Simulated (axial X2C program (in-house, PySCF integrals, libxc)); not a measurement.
**Run report: SbAl⁺, relativistic diatomic calculation**

- system: SbAl⁺. The reference is closed-shell SbAl; the roots are the vertical energies to take an electron from it, which leaves states of SbAl⁺. The distance is the PBE0 minimum at charge 0.
- method: EOM-IP-CCSD, two-component X2C with atomic mean-field Coulomb and Gaunt terms, Sb dyall-cv3z, Al dyall-v3z (cores contracted) (axial X2C program (in-house, PySCF integrals, libxc))

**The input**
```
{"zs": [51, 13], "q": 1, "bas": ["dyall-cv3z", "dyall-v3z"], "r0": 2.66, "eom": "ip", "rq": 0, "thr": -2.0, "nmax": 95, "grid": [1, 0.96, 1.045, 0.92, 1.09, 1.15]}
```

The line is the task of a batch: nuclear charges, charge, bases, a first guess of the distance and further settings. This report covers the levels named above. The log is that of the reference distance 2.704 Å.

Launched within a batch (the task file carries these settings):
```bash
python <driver script> task.json out
```

**The program's output**
```
two-component X2C + atomic mean field  HF
basis functions 173  fitting functions 958  grid points 5083
iter        total energy     max residual
   1      -6717.160666722     2.45e+00
   2      -6717.599437397     1.88e-02
   3      -6717.601758019     2.01e-03
   4      -6717.601880702     8.07e-04
   5      -6717.601903423     3.44e-04
   6      -6717.601913504     1.73e-04
   7      -6717.601916265     8.25e-05
   8      -6717.601916849     1.34e-05
   9      -6717.601916880     8.87e-06
  10      -6717.601916887     6.06e-06
  11      -6717.601916890     2.81e-06
  12      -6717.601916891     6.16e-07
converged
one-electron -9489.31548350  Coulomb 2833.20738266  exact exchange -187.44068033  xc functional 0.00000000  nuclear repulsion 129.75018152  atomic mean-field constant -3.80331724
correlated 18  virtual 230  natural virtual 84  E(MP2) -0.629549976  MP2 remainder -0.078342715
iter   CCSD correlation   residual
   1     -0.520207608   1.78e-01
   2     -0.538517217   8.34e-02
   3     -0.539603405   4.41e-02
   4     -0.539973361   2.18e-02
   5     -0.540402587   9.82e-03
   6     -0.540371597   4.10e-03
   7     -0.540365513   1.36e-03
   8     -0.540388221   6.08e-04
   9     -0.540375032   2.90e-04
  10     -0.540379634   1.38e-04
  11     -0.540378248   5.54e-05
  12     -0.540379300   2.70e-05
  13     -0.540379334   1.40e-05
  14     -0.540379462   6.93e-06
  15     -0.540379579   3.01e-06
  16     -0.540379586   1.52e-06
(T) -0.014597540237525871  T1 0.0148  D1 0.0336  max T2 0.170
EOM-IP-CCSD roots
2*Omega      energy/Eh   energy/eV  one-particle weight
    1       0.26669501      7.2571      0.944
    1       0.30076394      8.1842      0.947
    1       0.36484396      9.9279      0.035
    1       0.39999435     10.8844      0.772
    3       0.33943483      9.2365      0.000
    3       0.37881211     10.3080      0.000
    3       0.38734249     10.5401      0.000
    5       0.37958102     10.3289      0.000
```

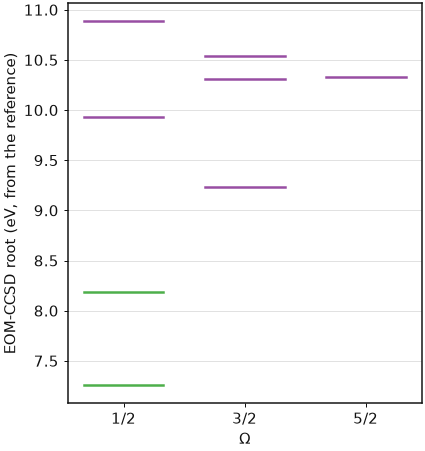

EOM-CCSD roots by Ω at 2.70 Å; roots whose one-particle weight is under 0.8 have the second colour. The lowest has Ω = 1/2 and lies at 7.257 eV, with one-particle weight 0.94. 6 of the 8 roots are less well described at this level.

**Summary**

| quantity | value |
| --- | --- |
| outcome | converged |
| HF energy of the reference SbAl | −6717.60192 hartree |
| MP2 energy of the reference SbAl | −6718.23147 hartree |
| CCSD energy of the reference SbAl (with the MP2 share of the virtual spinors left out of the coupled-cluster step) | −6718.22064 hartree |
| CCSD(T) energy of the reference SbAl | −6718.23524 hartree |
| T1 diagnostic (spinor form; for a closed shell √2 times the usual value) | 0.015 |
| hardware | 1 thread of Arm Neoverse V2, 24 GiB of memory available, shared host |
| wall time | 13 s |
| peak memory | 1 GiB |
